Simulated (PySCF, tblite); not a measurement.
# C₇H₁₂FNSi: geometry, infrared bands and NMR shifts

Wanted: the infrared bands and NMR shifts of C₇H₁₂FNSi (`C[C@@H](F)[C@@H]1CC[Si@H]1CC#N`), by calculation.

Computed with tblite 0.8.0 and PySCF 2.14.0, with density-fitted response routines of our own, on a single molecule in the gas phase. Atoms are numbered from 0 throughout.

## 1. The molecule as given

22 atoms, charge 0, multiplicity 1; geometry from: force field or distance geometry start.

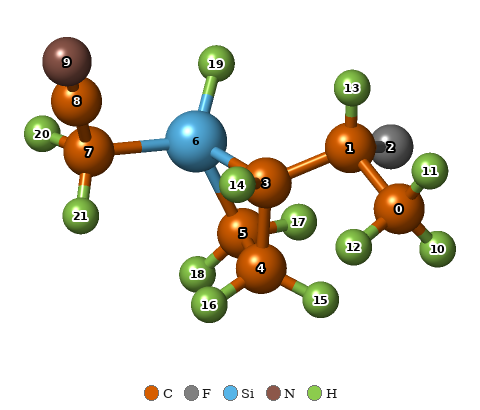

The starting geometry (carbon orange, fluorine grey, silicon blue, nitrogen brown, hydrogen green), atoms numbered; sticks join atoms by distance.

## 2. Optimising the geometry with GFN2-xTB

Job settings and geometry (Å):

```
{"job": {"kind": "relax", "xc": "GFN2-xTB", "basis": "xTB"}, "charge": 0, "multiplicity": 1}
C      2.761400     0.203400     0.132300
C      1.565500     0.192900    -0.855700
F      1.706700    -0.987600    -1.563500
C      0.344200     0.214900     0.005400
C      0.208200    -0.966600     0.979500
C     -0.671600    -1.739700     0.007900
Si    -1.276400    -0.175600    -0.762900
C     -2.627700     0.734500     0.147500
C     -2.457100     2.189600    -0.011800
N     -2.322400     3.325200    -0.136000
H      3.192600    -0.787800     0.271900
H      3.426800     0.978600    -0.242100
H      2.383500     0.582500     1.131900
H      1.647500     1.047400    -1.515300
H      0.303600     1.169000     0.586300
H      1.188800    -1.437700     1.162200
H     -0.345800    -0.700800     1.901200
H     -0.089200    -2.410000    -0.674600
H     -1.451500    -2.273000     0.599200
H     -1.366500    -0.145700    -2.209000
H     -3.644200     0.478100    -0.185400
H     -2.486900     0.527800     1.230200
```

Launch:

```
$ OMP_NUM_THREADS=1 python probes_run.py task.json out
```

The driver reads the jobs from task.json and runs them one after another.

**Question.** This job is followed by: GFN2-xTB harmonic vibrations, gas phase; GIAO PBE0/pcSseg-1 NMR shielding, non-relativistic, gas phase. What will the session give for the following? strongest single infrared mode (GFN2-xTB); zero-point energy (GFN2-xTB); ¹³C shifts against TMS (PBE0/pcSseg-1); ¹H shifts against TMS (PBE0/pcSseg-1, means over atoms taken as alike); ¹⁹F shifts against CFCl3 (PBE0/pcSseg-1); ²⁹Si shifts against TMS (PBE0/pcSseg-1); ¹⁵N shifts against NH3 (PBE0/pcSseg-1); surface potential, least and greatest.

**Answer**, as computed:

| quantity | value |
| --- | --- |
| strongest single infrared mode (GFN2-xTB) | 2402 cm⁻¹, 315 km/mol |
| zero-point energy (GFN2-xTB) | 109.0 kcal/mol |
| ¹³C shifts against TMS (PBE0/pcSseg-1) | 121.0, 93.0, 41.9, 21.6, 19.3, 12.0, 2.2 ppm |
| ¹H shifts against TMS (PBE0/pcSseg-1, means over atoms taken as alike) | 5.26, 5.07, 2.44, 2.20, 2.01, 1.76, 1.68, 1.34, 1.29, 1.28 ppm |
| ¹⁹F shifts against CFCl3 (PBE0/pcSseg-1) | -210.9 ppm |
| ²⁹Si shifts against TMS (PBE0/pcSseg-1) | -6.0 ppm |
| ¹⁵N shifts against NH3 (PBE0/pcSseg-1) | 296.8 ppm |
| surface potential, least and greatest | -1.81 V and 1.45 V |

In words: Relaxing lowered the energy by 1.085 eV in 175 steps; the close pair that moved most is C3–Si6, from 1.836 to 1.920 Å. No mode is imaginary among the 60: a minimum at this level. The strongest single mode, at 2402 cm⁻¹, moves mainly C8 and N9. Unscaled tight-binding wavenumbers are off by several per cent, some by more. Its intensities can rank the bands wrongly. The most deshielded carbon is C8 (nitrile carbon), at 121.0 ppm: typical of a nitrile. At PBE0/pcSseg-1: Shielding is most anisotropic at N9 (span 509 ppm, paramagnetic term -369 ppm).
